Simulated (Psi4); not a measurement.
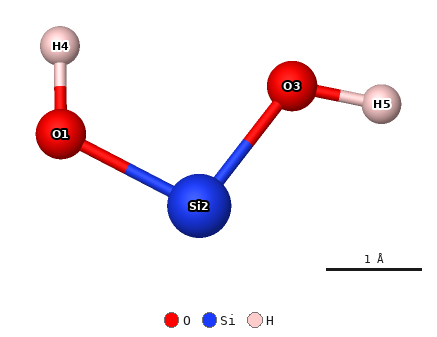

The structure as given in the input (ball-and-stick view, seen at a tilt; atoms are numbered from 1 in the order of the input). Bond lengths as drawn: H–O 0.96 Å and O–Si 1.64 to 1.66 Å.

**Energy and gradient calculation of SiH2O2**

The run: energy and gradient calculation of SiH2O2. Method and program: HF/3-21G, RHF (Psi4 1.11).

The geometry comes from this level: PBE0-D4/def2-TZVP.

## Log
```
Psi4 1.11 release

gradient() will perform analytic gradient computation.

   => Loading Basis Set <=

    Name: 3-21G
    Role: ORBITAL
    Keyword: BASIS

         ---------------------------------------------------------
                                   SCF
                              RHF Reference
                        1 Threads,   1525 MiB Core
         ---------------------------------------------------------

  ==> Geometry <==

    Molecular point group: c1
    Full point group: C1

    Geometry (in Angstrom), charge = 0, multiplicity = 1:

       Center              X                  Y                   Z               Mass
    ------------   -----------------  -----------------  -----------------  -----------------
         O           -1.443200000000    -0.105600000000    -0.275000000000    15.994914619570
         SI          -0.212000000000    -0.791300000000     0.567700000000    27.976926534650
         O            1.036000000000     0.187500000000     0.068600000000    15.994914619570
         H           -1.231900000000     0.648900000000    -0.836100000000     1.007825032230
         H            1.901100000000    -0.013100000000     0.433400000000     1.007825032230

  Running in c1 symmetry.

  Rotational constants: A =      0.61339  B =      0.28419  C =      0.19426 [cm^-1]
  Rotational constants: A =  18389.08216  B =   8519.66727  C =   5823.84915 [MHz]
  Nuclear repulsion =  103.646253627355790

  Charge       = 0
  Multiplicity = 1
  Electrons    = 32
  Nalpha       = 16
  Nbeta        = 16

  ==> Algorithm <==

  SCF Algorithm Type is PK.
  DIIS enabled.
  MOM disabled.
  Fractional occupation disabled.
  Guess Type is SAD.
  Energy threshold   = 1.00e-09
  Density threshold  = 1.00e-08
  Integral threshold = 1.00e-12

  ==> Primary Basis <==

  Basis Set: 3-21G
    Blend: 3-21G
    Number of shells: 21
    Number of basis functions: 35
    Number of Cartesian functions: 35
    Spherical Harmonics?: true
    Max angular momentum: 1

  ==> Integral Setup <==

  Using in-core PK algorithm.
   Calculation information:
      Number of atoms:                   5
      Number of AO shells:              21
      Number of primitives:             39
      Number of atomic orbitals:        35
      Number of basis functions:        35

      Integral cutoff                 1.00e-12
      Number of threads:                 1

  Performing in-core PK
  Using 397530 doubles for integral storage.
  We computed 24633 shell quartets total.
  Whereas there are 26796 unique shell quartets.

  ==> DiskJK: Disk-Based J/K Matrices <==

    J tasked:                  Yes
    K tasked:                  Yes
    wK tasked:                  No
    Memory [MiB]:             1144
    Schwarz Cutoff:          1E-12

  Minimum eigenvalue in the overlap matrix is 8.7915072852E-02.
  Reciprocal condition number of the overlap matrix is 2.5779498506E-02.
    Using symmetric orthogonalization.

  ==> Pre-Iterations <==

  SCF Guess: Superposition of Atomic Densities via on-the-fly atomic UHF (no occupation information).

   -------------------------
    Irrep   Nso     Nmo
   -------------------------
     A         35      35
   -------------------------
    Total      35      35
   -------------------------

  ==> Iterations <==

                        Total Energy        Delta E     RMS |[F,P]|

   @RHF iter SAD:  -436.54148013579203   -4.36541e+02   0.00000e+00
   @RHF iter   1:  -437.42130410811706   -8.79824e-01   1.44099e-02 ADIIS/DIIS
   @RHF iter   2:  -437.49493551858558   -7.36314e-02   8.45305e-03 ADIIS/DIIS
   @RHF iter   3:  -437.52189505849788   -2.69595e-02   8.64730e-04 ADIIS/DIIS
   @RHF iter   4:  -437.52251097871113   -6.15920e-04   1.41404e-04 ADIIS/DIIS
   @RHF iter   5:  -437.52253148418333   -2.05055e-05   5.70384e-05 DIIS
   @RHF iter   6:  -437.52253384957510   -2.36539e-06   1.60577e-05 DIIS
   @RHF iter   7:  -437.52253419010390   -3.40529e-07   3.35645e-06 DIIS
   @RHF iter   8:  -437.52253421377054   -2.36666e-08   7.52898e-07 DIIS
   @RHF iter   9:  -437.52253421499819   -1.22765e-09   1.26920e-07 DIIS
   @RHF iter  10:  -437.52253421503087   -3.26850e-11   1.91750e-08 DIIS
   @RHF iter  11:  -437.52253421503167   -7.95808e-13   3.46969e-09 DIIS
  Energy and wave function converged.

  ==> Post-Iterations <==

    Orbital Energies [Eh]
    ---------------------

    Doubly Occupied:

       1A    -68.344414     2A    -20.447383     3A    -20.445174
       4A     -6.141585     5A     -4.234217     6A     -4.234148
       7A     -4.232568     8A     -1.354820     9A     -1.319555
      10A     -0.744255    11A     -0.684750    12A     -0.564746
      13A     -0.533594    14A     -0.520230    15A     -0.483205
      16A     -0.352499

    Virtual:

      17A      0.086278    18A      0.181179    19A      0.236963
      20A      0.327353    21A      0.342327    22A      0.468463
      23A      0.504258    24A      0.641077    25A      0.654005
      26A      1.223224    27A      1.304140    28A      1.777544
      29A      1.809580    30A      1.832740    31A      1.927815
      32A      2.049134    33A      2.098986    34A      2.994813
      35A      3.212140

    Final Occupation by Irrep:
              A
    DOCC [    16 ]
    NA   [    16 ]
    NB   [    16 ]

  @RHF Final Energy:  -437.52253421503167

   => Energetics <=

    Nuclear Repulsion Energy =            103.6462536273557902
    One-Electron Energy =                -813.0632880281184498
    Two-Electron Energy =                 271.8945001857309762
    Total Energy =                       -437.5225342150316692

Computation Completed

Properties will be evaluated at   0.000000,   0.000000,   0.000000 [a0]

Properties computed using the SCF density matrix

 Multipole Moments:

 ------------------------------------------------------------------------------------
     Multipole            Electronic (a.u.)      Nuclear  (a.u.)        Total (a.u.)
 ------------------------------------------------------------------------------------

 L = 1.  Multiply by 2.5417464519 to convert [e a0] to [Debye]
 Dipole X            :         11.3209073          -10.5000742            0.8208331
 Dipole Y            :         18.7031544          -18.4951275            0.2080268
 Dipole Z            :        -11.1143555           11.1378568            0.0235013
 Magnitude           :                                                    0.8471095

 ------------------------------------------------------------------------------------

	total time  =          1 seconds =       0.02 minutes

         ------------------------------------------------------------
                                   SCF GRAD
         ------------------------------------------------------------

  ==> Geometry <==

    Molecular point group: c1
    Full point group: C1

    Geometry (in Angstrom), charge = 0, multiplicity = 1:

       Center              X                  Y                   Z               Mass
    ------------   -----------------  -----------------  -----------------  -----------------
         O           -1.443200000000    -0.105600000000    -0.275000000000    15.994914619570
         SI          -0.212000000000    -0.791300000000     0.567700000000    27.976926534650
         O            1.036000000000     0.187500000000     0.068600000000    15.994914619570
         H           -1.231900000000     0.648900000000    -0.836100000000     1.007825032230
         H            1.901100000000    -0.013100000000     0.433400000000     1.007825032230

  Nuclear repulsion =  103.646253627355790

  ==> Basis Set <==

  Basis Set: 3-21G
    Blend: 3-21G
    Number of shells: 21
    Number of basis functions: 35
    Number of Cartesian functions: 35
    Spherical Harmonics?: true
    Max angular momentum: 1

  ==> DirectJKGrad: Integral-Direct SCF Gradients <==

    Gradient:                    1
    J tasked:                  Yes
    K tasked:                  Yes
    wK tasked:                  No
    Integrals threads:           1
    Schwarz Cutoff:          1E-12

  -Total Gradient:
     Atom            X                  Y                   Z
    ------   -----------------  -----------------  -----------------
       1        0.002444775288    -0.010137927203     0.008788866703
       2        0.002061219930     0.024592078757    -0.019414402973
       3       -0.004342720417    -0.003282589989     0.001643441673
       4        0.007498745060    -0.005580695584     0.006256213157
       5       -0.007662019863    -0.005590865987     0.002725881442

	total time  =          0 seconds =       0.00 minutes

    Psi4 run time: 0:00:00.62
```

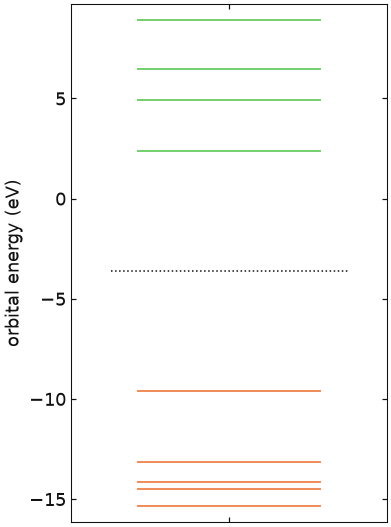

Orbital energies near the frontier; the dotted line parts filled from empty levels, and levels within 0.02 eV of each other stand side by side. Highest filled −9.59 eV, lowest empty 2.35 eV, 11.94 eV apart.

This output came from the following input.

## The input (job.dat)
```
memory 1.6 GB

molecule geom {
  0 1
  O     -1.443200    -0.105600    -0.275000
  Si    -0.212000    -0.791300     0.567700
  O      1.036000     0.187500     0.068600
  H     -1.231900     0.648900    -0.836100
  H      1.901100    -0.013100     0.433400
  units angstrom
  symmetry c1
  no_reorient
  no_com
}

set basis 3-21G
set puream true
set e_convergence 1e-09
set d_convergence 1e-08
set scf_type pk

gradient("hf")
```

Launched with:
```bash
psi4 job.dat job.out -n 1
```

## Key numbers

```tsv
quantity	value
outcome	converged
total energy	−437.522534 hartree
basis functions	35
largest force	1.615 eV/Å
HOMO	−9.59 eV
LUMO	2.35 eV
dipole moment	2.15 D
hardware	1 thread of Intel Xeon (Granite Rapids), 12 GiB of memory available, shared host
wall time	1.3 s
peak memory	0.18 GiB
```
